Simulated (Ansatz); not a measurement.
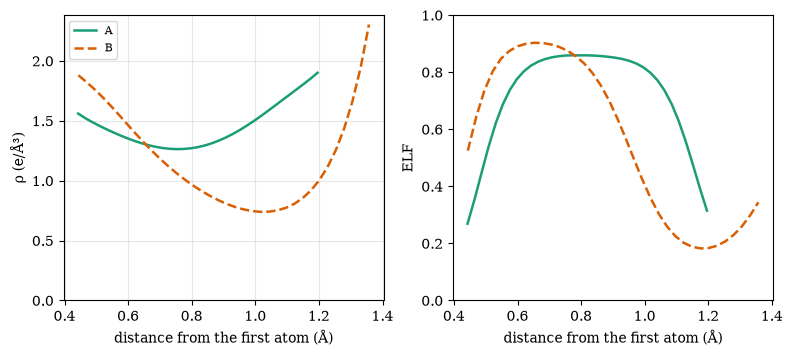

The picture shows: CCl₂Sn (SMILES Cl[C](Cl)=[Sn]). Electron density and electron localisation function along straight lines between neighbouring atoms. The curves leave out the atomic cores.

Geometry: BLYP-D3(BJ)/def2-SVP; core potentials replace the inner electrons of Sn.

Method: isolated molecule in a Gaussian basis; Kohn-Sham density functional theory, functional PBE0 (Ansatz 0.2.0).

Which curve belongs to which contact (C–Cl and C–Sn)? The first atom named is at distance zero.

Answer. Curve A: C–Cl (1.77 Å): ρ is about 1.3 e/Å³ halfway; the ELF peaks at about 0.85 between the atoms; a shared electron pair. Curve B: C–Sn (2.09 Å): ρ at the midpoint is about 0.74 e/Å³; the ELF peaks at about 0.90 in the valence shell of C, 0.7 Å from its nucleus, and drops to about 0.20 between the two atoms.
